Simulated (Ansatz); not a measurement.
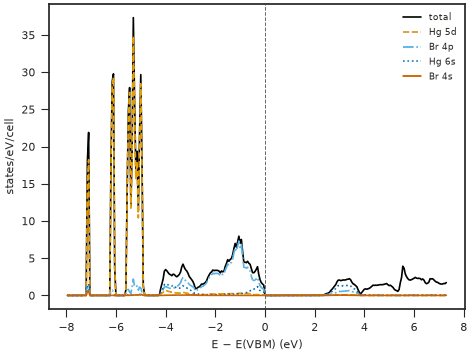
*Total and projected density of states of HgBr in space group I4/mmm (No. 139; Hg on 4e, Br on 4e), r²SCAN+D4 (plane waves, PAW; program Ansatz)*

Question: Which orbitals carry the states next to the gap?

Answer: Top 1 eV of the valence band: Br 4p 76 %, Hg 6s 16 %. Bottom 1 eV of the conduction band: Hg 6s 63 %, Br 4p 26 %. Projections are on Löwdin-orthogonalised atomic valence shells; empty p or d shells of many metals are not among them.

Question: Where is the tallest occupied peak in this window, and what makes it?

Answer: Near -5.3 eV, about 37 states/eV per cell; the largest projected share is Hg 5d.

The first step of the workflow began from a Materials Project structure, measured or hypothetical; the Crystallography Open Database files this formula in space group No. 139, but the cells were not matched. Its standing as an ambient phase is unchecked. Symmetry was held in the r²SCAN+D4 relaxation; whether a distortion lowers the energy is not shown. Scalar-relativistic: spin–orbit coupling is off unless named, which matters more the heavier the elements.

Potentials: the later of the program's two PAW sets.
